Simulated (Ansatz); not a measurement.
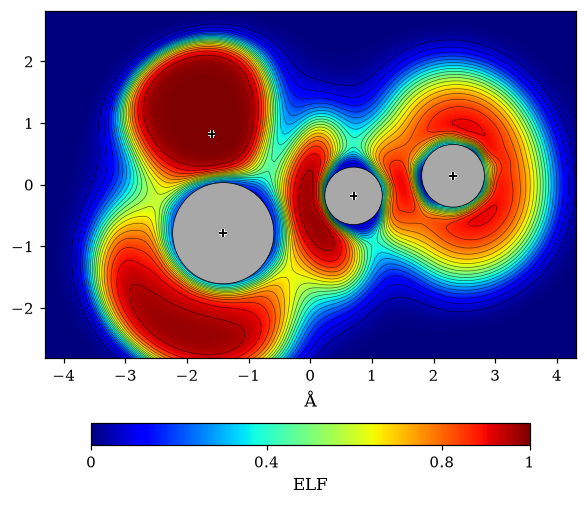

The electron localisation function on a plane through atoms (crosses mark nuclei in the plane; grey discs cover the cores).

All numbers below come from isolated molecule in a Gaussian basis; Kohn-Sham density functional theory, functional PBE0 in Ansatz 0.2.0.

Candidates:
A. BFH₄InN
B. CH₂AlN (charge −1, doublet)
C. BClGeH (charge +1)

Q: Which system is this?

A: Candidate C: BClGeH on the molecular plane, which holds B, Cl, Ge and H. B–Cl (1.65 Å): the ELF peaks at about 0.90 between the atoms: a polar covalent bond. Ge–B (2.20 Å): the ELF peaks at about 1 in the valence shell of B, 0.8 Å from its nucleus, and is about 0.75 at the midpoint.
